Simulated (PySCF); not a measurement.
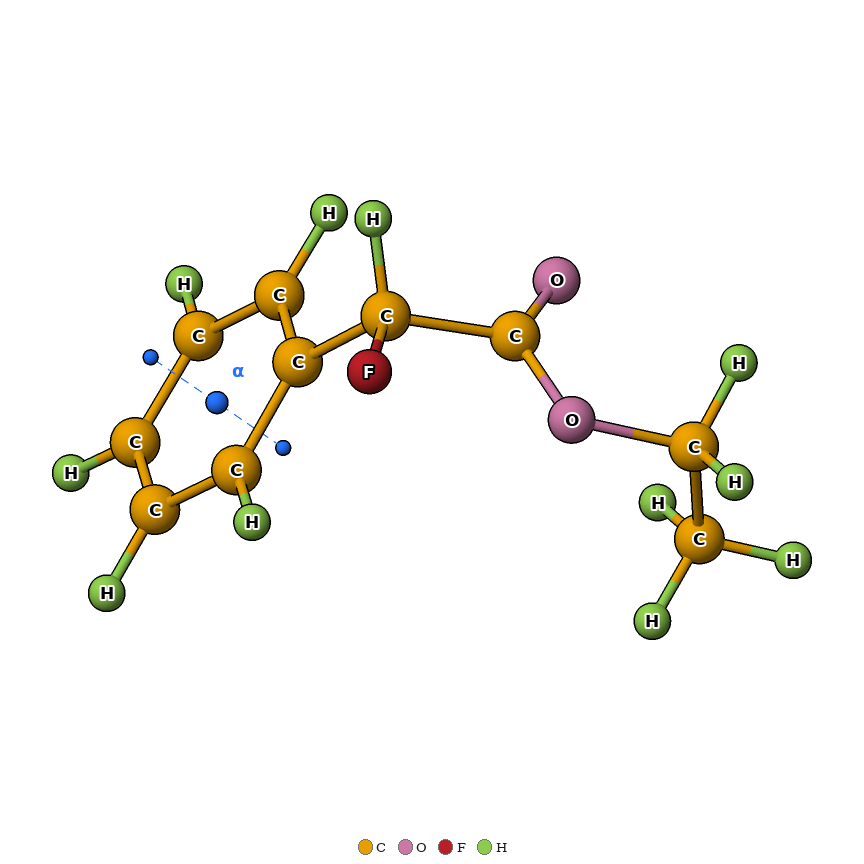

The small points mark where nucleus-independent chemical shifts (NICS) were computed: at the centre of each lettered ring and 1 Å above and below it. The geometry was computed by an optimisation with GFN2-xTB. No frequency run is at hand to confirm it as a minimum. Level of theory: GIAO KT3/pcSseg-1 NMR shielding, non-relativistic, gas phase (PySCF 2.14.0).

Give NICS(0), NICS(1) and the out-of-plane component NICS(1)zz for each ring (means of the two sides).

```tsv
ring	members	NICS(0)	NICS(1)	NICS(1)zz
α	C6	−8.7	−10.9	−27.7
```

Values in ppm.

**What do the values say about the ring currents?**

Ring α: diatropic, as in an aromatic ring. NICS is one index among several.
